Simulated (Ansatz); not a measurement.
How basis sets differ on C2H5N (aziridine)

C2H5N: 8 atoms, total charge 0, spin state singlet. SMILES: `C1CN1`. The coordinates come from a PBE0-D4/def2-TZVP relaxation.

```csv
atom,x (Å),y (Å),z (Å)
C,-0.4420,0.3729,-0.5266
C,0.7018,0.0413,0.3427
N,-0.6464,-0.3792,0.7058
H,-0.5239,-0.1462,-1.4763
H,-0.8504,1.3774,-0.5215
H,1.1307,0.8030,0.9843
H,1.4061,-0.7057,-0.0095
H,-0.7760,-1.3633,0.5010
```

Quantity: the atomisation enthalpy at 298 K, in kJ/mol. The values are calculated. The thermal term (zero-point and 298 K enthalpy, harmonic and unscaled) is that of PBE0-D4/def2-TZVP; the spin-orbit lowering of the free atoms at 298 K, 0.0 kJ/mol by their spectra, is taken off.

**What was measured.** CRC Handbook of Chemistry and Physics gives the atomisation enthalpy at 298 K of the gas as 2870 kJ/mol.

```
     level                    kind  program  value (kJ/mol)  computed − measured  CPU time (all runs)
HSE06/pc-0  range-separated hybrid   Ansatz            2819                  -51                1.2 s
HSE06/pc-1  range-separated hybrid   Ansatz            2854                  -16                1.9 s
HSE06/pc-2  range-separated hybrid   Ansatz            2892                  +22                3.5 s
HSE06/pc-3  range-separated hybrid   Ansatz            2895                  +25                 12 s
```

Nearest: HSE06/pc-1 (-16 kJ/mol); farthest: HSE06/pc-0 (-51 kJ/mol). CPU times are rough (shared hosts, several kinds of processor): they show what a rung costs within a factor of a few.

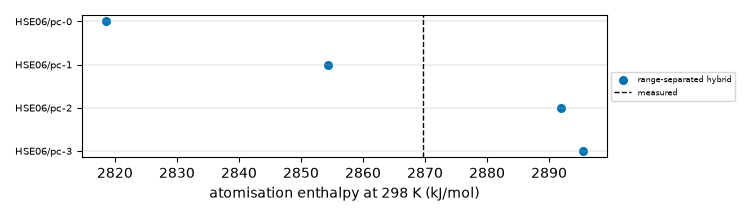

The values of the table, level by level.
